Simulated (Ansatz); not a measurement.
# Two runs on BSiCl$_{5}$

System: BSiCl$_{5}$, SMILES ClB(Cl)[Si](Cl)(Cl)Cl.
Method of run A: RKS SPW92 (LDA)/def2-TZVPP (Ansatz 0.2.0).

The geometry comes from this level: PBE0-D4/def2-TZVP. Text and figures count atoms from 1; the logs count them from 0 in places.

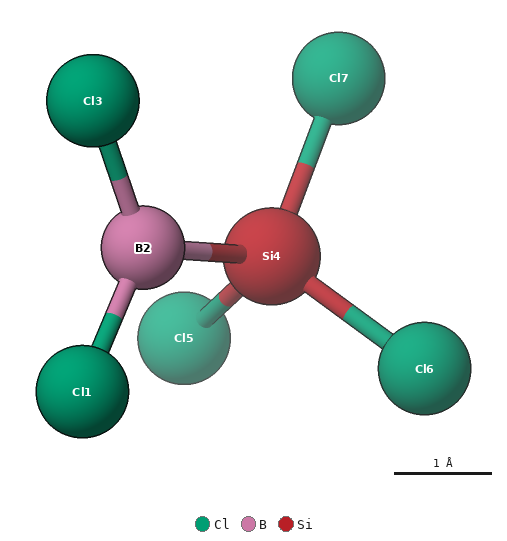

**Figure 1.** The structure as given in the input (ball-and-stick view, seen at a tilt; atoms are numbered from 1 in the order of the input). Bond lengths as drawn: B–Cl 1.73 Å, B–Si 2.02 Å and Cl–Si 2.03 to 2.04 Å.

### Input file, run A
```yaml
crystal:
  periodic: [false, false, false]
  atoms:
    - {symbol: Cl, position_ang: [0.280552, 1.633888, 1.894347]}
    - {symbol: B, position_ang: [0.207341, 1.157428, 0.228746]}
    - {symbol: Cl, position_ang: [0.396833, 2.329072, -1.031411]}
    - {symbol: Si, position_ang: [-0.116365, -0.788197, -0.192724]}
    - {symbol: Cl, position_ang: [-1.950782, -1.316052, 0.523648]}
    - {symbol: Cl, position_ang: [1.305870, -1.924198, 0.723730]}
    - {symbol: Cl, position_ang: [-0.062250, -1.159842, -2.192036]}
basis:
  gaussian: {orbitals: def2-TZVPP}
hamiltonian: {xc: lda}
output: {orbitals: {seedname: orbitals}}
```

Command:
```bash
ansatz run in.yaml --threads 4 --pin off --events-out ev --progress --plain --max-ram 11315MiB
```

Hardware: 4 threads of Arm Neoverse V1, 23 GiB of memory available, shared host.

### Output (run A)
```
Functional definition: SPW92
  exchange = slater_x
  correlation = pw_c
1927 factors; their error is unknown
mean field evaluation 1: about -70932.4979 eV, gradient 3.5e1 eV
mean field evaluation 2: about -70925.9823 eV, gradient 6.1e1 eV
mean field evaluation 4: about -70935.5360 eV, gradient 2.6e0 eV
mean field evaluation 8: about -70935.4939 eV, gradient 1.3e-1 eV
mean field evaluation 16: about -70935.4939 eV, gradient 5.2e-5 eV
mean field -70935.49389718 eV, -2606.8313189167 hartree, gradient 5.2e-5 eV, S^2 0.000000; 0 other end points of the search recorded, 0 dependent functions left out
reference -70935.49393897 eV, -2606.8313204526 hartree; 52, 52 occupied and 231, 231 virtual orbitals, 1927 factors
Total energy: -70935.49393897 eV, -2606.8313204526 hartree
```

The input of run B differs as follows (lines with − go, lines with + come):
```diff
-hamiltonian: {xc: lda}
+hamiltonian: {xc: {name: LC-wPBE}}
```

What does this change do to the results?

The total energies belong to different methods, so their difference says nothing on which is more stable or more accurate. The HOMO goes from −7.51 to −11.31 eV. The LUMO goes from −3.84 to −0.52 eV.

### Output (run B)
```
Functional definition: LC-wPBE
  parameter omega = 0.4/bohr
  exchange = pbe_x_sr(omega) + exact_x_lr(omega)
  correlation = pbe_c
1927 factors; their error is unknown
416 factors; integrals over basis functions are off by at most 3.6e-5 eV
mean field evaluation 1: about -71154.1845 eV, gradient 2.3e1 eV
mean field evaluation 2: about -71154.8937 eV, gradient 2.0e1 eV
mean field evaluation 4: about -71155.7277 eV, gradient 9.1e-1 eV
mean field evaluation 8: about -71155.6934 eV, gradient 1.4e-1 eV
mean field evaluation 16: about -71155.6934 eV, gradient 3.5e-5 eV
mean field -71155.69344406 eV, -2614.9235030078 hartree, gradient 3.5e-5 eV, S^2 0.000000; 0 other end points of the search recorded, 0 dependent functions left out
reference -71155.69344406 eV, -2614.9235030080 hartree; 52, 52 occupied and 231, 231 virtual orbitals, 1927 factors
Total energy: -71155.69344406 eV, -2614.9235030080 hartree
```

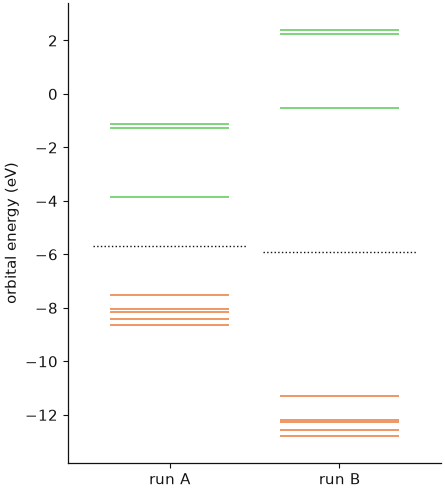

**Figure 2.** The five highest filled and three lowest empty orbital energies of the two runs; the dotted lines part filled from empty levels. The HOMO–LUMO gap is 3.67 eV in run A and 10.80 eV in run B.

### The two runs side by side

| quantity | run A | run B |
| --- | --- | --- |
| outcome | converged | converged |
| total energy (hartree) | −2606.831320 | −2614.923503 |
| HOMO (eV) | −7.51 | −11.31 |
| LUMO (eV) | −3.84 | −0.52 |
| basis functions | 283 | 283 |
| wall time (shared host) | 1.9 s | 4.7 s |
